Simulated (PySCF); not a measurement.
# BH2O (SMILES B[O]): U-wB97X-V/STO-3G

Aim: the vertical doublet–quartet gap of BH2O at U-wB97X-V/STO-3G, from 2 runs. Input form: a Python script.

The calculation is run with PySCF 2.14.0.

9 further runs of the same task are left out: 1 that didn't finish, 8 set aside as unsound or not needed.

## (1) The structure to begin with

BH2O: 4 atoms, total charge 0, spin state doublet. SMILES: `B[O]`. Geometry: relaxed at PBE0-D4/def2-TZVP.

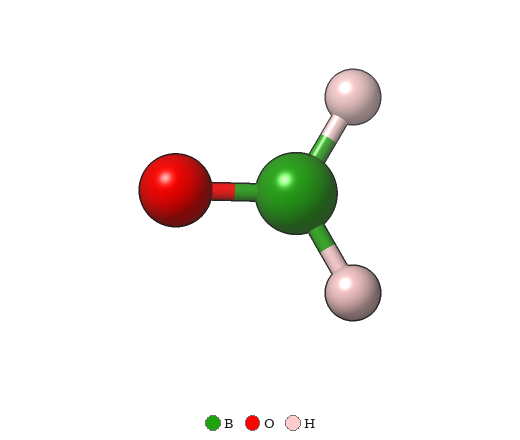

Viewed from a chosen angle; boron green, oxygen red, hydrogen pink.

## (2) The energy at U-wB97X-V/STO-3G

The input, mol.xyz:

```xyz
4
BH2O
B     -0.001100    -0.010300    -0.015100
O      1.025300    -0.340800     0.676900
H     -1.052600    -0.587700     0.151600
H      0.083900     0.878500    -0.833600
```

The input, job.py:

```python
from pyscf import gto, dft

mol = gto.M(
    atom='mol.xyz',
    verbose=3,
    max_memory=1860,
    basis='sto-3g',
    spin=1,
    charge=0,
)

ks = dft.UKS(mol, xc='wb97x-v')
ks.conv_tol = 1e-10
ks.nlcgrids.level = 1
ks.grids.level = 5
ks.kernel()
if not ks.converged:
    ks = ks.newton().run(ks.mo_coeff, ks.mo_occ)

e_tot = ks.e_tot
print('Final energy', e_tot)
```

Started as:

```console
$ OMP_NUM_THREADS=1 python job.py
```

The log of the run:

```text
converged SCF energy = -99.8722929683852  <S^2> = 0.75704341  2S+1 = 2.007031
Final energy -99.87229296838521
```

Run time: 14 s. Hardware: 1 thread of Arm Neoverse V1, shared host; peak memory 0.17 GiB.

## (3) The quartet at the same level

The input, run.py:

```python
from pyscf import gto, dft

molecule = gto.M(
    atom='''
B     -0.001100    -0.010300    -0.015100
O      1.025300    -0.340800     0.676900
H     -1.052600    -0.587700     0.151600
H      0.083900     0.878500    -0.833600
''',
    spin=3,
    basis='sto-3g',
    max_memory=1860,
    verbose=3,
    charge=0,
)

mf = dft.UKS(molecule)
mf.xc = 'wb97x-v'
mf.nlcgrids.level = 1
mf.grids.level = 5
mf.conv_tol = 1e-10
mf.kernel()
if not mf.converged:
    mf = mf.newton().run(mf.mo_coeff, mf.mo_occ)

e_final = mf.e_tot
print(f'total energy: {e_final:.8f} hartree')
```

Started as:

```console
$ OMP_NUM_THREADS=1 python run.py
```

The log of the run:

```text
WARN: HOMO 0.120630529106632 >= LUMO -0.415288791746256

converged SCF energy = -99.5925548657576  <S^2> = 3.7523787  2S+1 = 4.0011892
total energy: -99.59255487 hartree
```

It took 11 s on 1 thread of Arm Neoverse V1, shared host; peak memory 0.18 GiB.

## (4) What came out

Level: U-wB97X-V/STO-3G.

| quantity | value |
| --- | --- |
| doublet: total energy | -99.87229 Eh |
| doublet: dipole moment | 0.18 D |
| doublet: HOMO energy (highest over α and β) | -9.40 eV |
| doublet: LUMO energy (lowest over α and β) | 1.32 eV |
| doublet: ⟨S²⟩ | 0.757 |
| quartet: total energy | -99.59255 Eh |
| quartet: dipole moment | 1.13 D |
| quartet: HOMO energy (highest over α and β) | -2.72 eV |
| quartet: LUMO energy (lowest over α and β) | -1.41 eV |
| quartet: ⟨S²⟩ | 3.752 |
| vertical energy of the quartet above the doublet | 7.612 eV |

What this shows: At this shape the quartet lies 7.61 eV (734 kJ/mol) above the doublet. In a minimal basis such a difference can be off by several eV, whatever the method. Mulliken charges (doublet) run from -0.09 on O2 to +0.13 on B1. Mulliken charges (quartet) run from -0.11 on B1 to +0.09 on O2.
